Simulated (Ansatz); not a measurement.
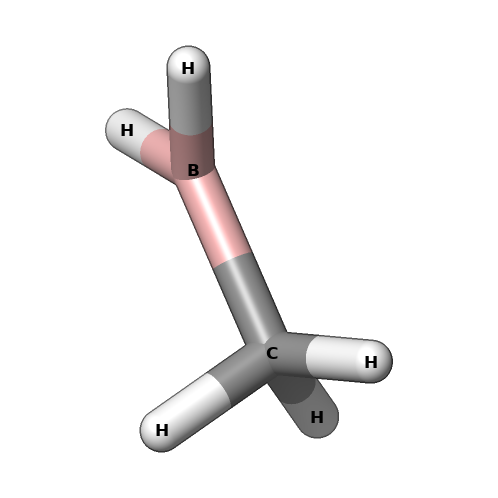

The picture shows a molecular structure as a stick model. Every bond is drawn as one stick, whatever its order.

What does the picture show?

The molecule is CH₅B. The point group is Cs. Coordination: 1 B trigonal planar; 1 C tetrahedral.

The parts below concern this one geometry. Atoms keep their numbers from picture to picture. The geometry was computed by an optimisation with PBE0-D4/def2-TZVP.

Geometry

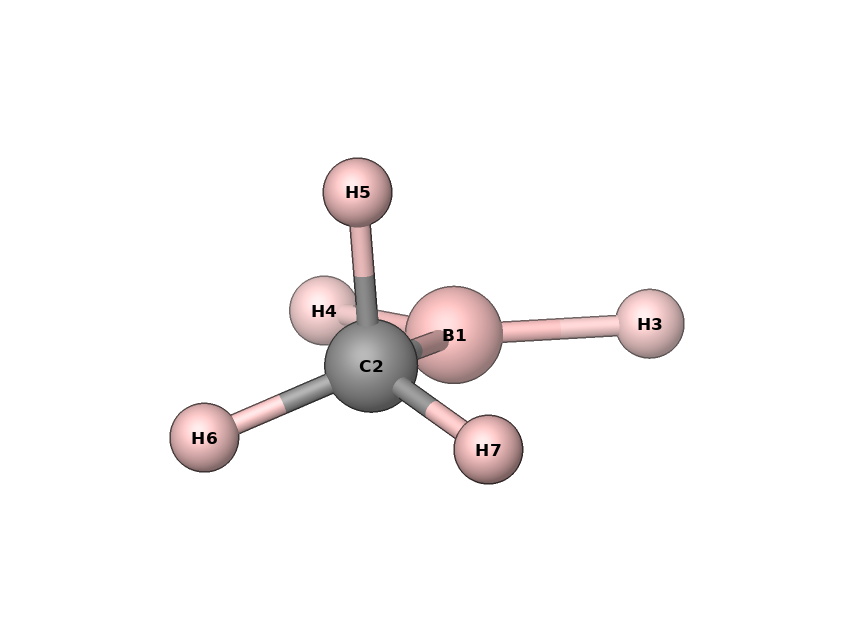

B1 lies behind C2. The molecule seen a little off the C2–B1 bond, C2 in front. Distant atoms are faded towards the background colour.

What is the torsion angle H5–C2–B1–H3? The sign is positive where the front bond must turn clockwise to cover the back bond.

Answer. 88°, about perpendicular.

Vibrations

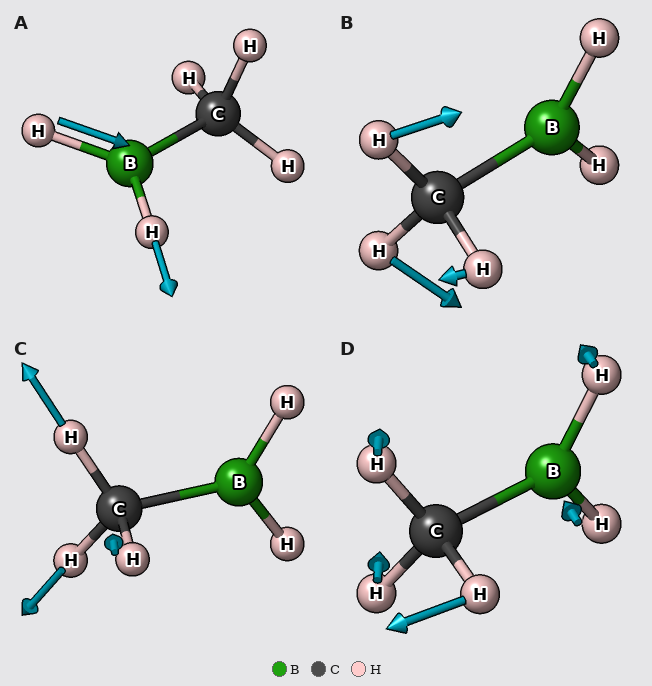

4 normal modes of one molecule or complex, as arrows. Harmonic vibrations computed with RKS PBE0-D4/def2-TZVP (Ansatz 0.2.0) at a stationary point of the same level.

Match the panels to the wavenumbers 542 cm⁻¹, 1467 cm⁻¹, 2643 cm⁻¹, 3093 cm⁻¹.

Answer. A: 2643 cm⁻¹, out-of-phase stretching of 2 B–H bonds
B: 1467 cm⁻¹, H–C–H bending
C: 3093 cm⁻¹, out-of-phase stretching of 3 C–H bonds
D: 542 cm⁻¹, B–C–H bending

Electronic properties

Properties computed with RKS PBE0-D4/def2-TZVP (Ansatz 0.2.0).

Predict the main results.

- dipole moment: 0.72 D
- dispersion correction: −4.8 kJ/mol

Charges

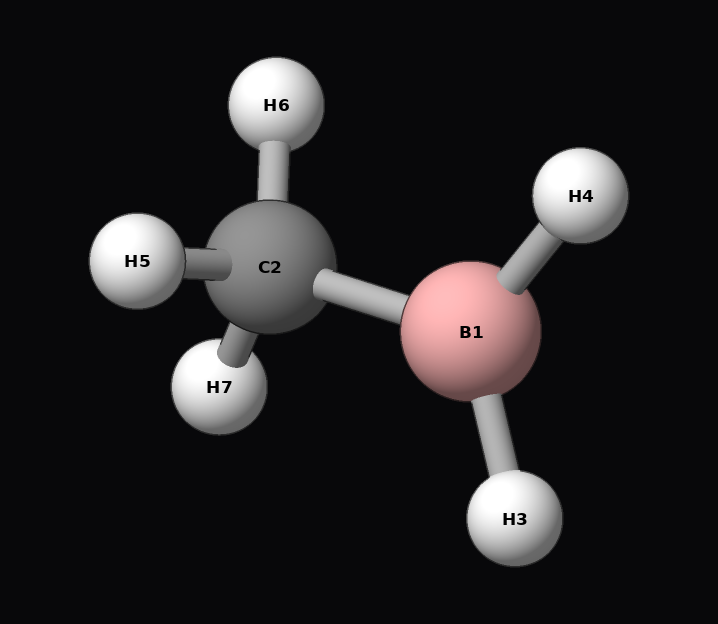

The questions are on Mulliken charges. Method: RKS PBE0-D4/def2-TZVP (Ansatz 0.2.0).

List the Mulliken charges.

| atom | value (e) |
| --- | --- |
| B1 | −0.03 |
| C2 | −0.42 |
| H3 | 0.01 |
| H4 | 0.01 |
| H5 | 0.15 |
| H6 | 0.14 |
| H7 | 0.14 |

Mulliken values depend strongly on the basis set and can even reverse the polarity of a bond.
